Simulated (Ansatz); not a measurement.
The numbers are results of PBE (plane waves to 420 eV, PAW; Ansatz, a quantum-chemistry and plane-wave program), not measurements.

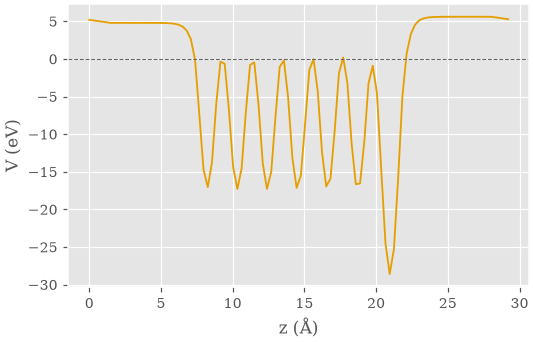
Fig. 1. Plane-averaged electrostatic potential energy along the normal, in eV from the Fermi level, for a constructed model of the (111) surface of fcc Cu, a pseudomorphic layer of Re in the host's stacking (bottom of the slab: a bare face, its two planes held)

Slab: 7 atoms, 13.0 Å thick at the start with caps and adatoms (thin: gaps and levels are the slab's own); k 17x17x1, smearing 0.1 eV, dipole-corrected; 2 atoms held, the rest relaxed; held to the start's symmetry, so lower structures may exist; no spin, no spin-orbit, no U. In PBE it is, or lies within 0.01 eV a 1x1 cell of, the lowest of the 2 structures of its composition computed so far; subsurface sites and larger cells were not tried.

The vacuum level lies 5.61 eV above the Fermi level over the top face and 4.80 eV above it under the bottom face.
